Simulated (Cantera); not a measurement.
Feed: 1 mol SiCl4, 2.9 mol Cl2, 10 mol H2, equilibrated at 3.00 bar.

Cantera equilibrium calculation (NASA polynomials, part measured and part estimated; ideal gas, pure solids and liquids). Candidate condensed phases: Si; 19 gas species. The tables' values for SiCl3 are old estimates; treat these amounts as uncertain. The numbers say what is thermodynamically allowed, not how fast it happens.

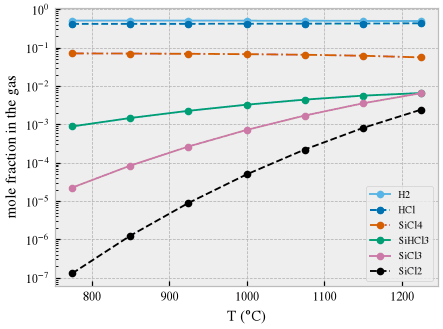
Figure. Equilibrium gas composition (values under 1e-9 drawn at 1e-9)

From 775 °C to 1225 °C nothing is condensed. The main Si-bearing gas is SiCl4 throughout.
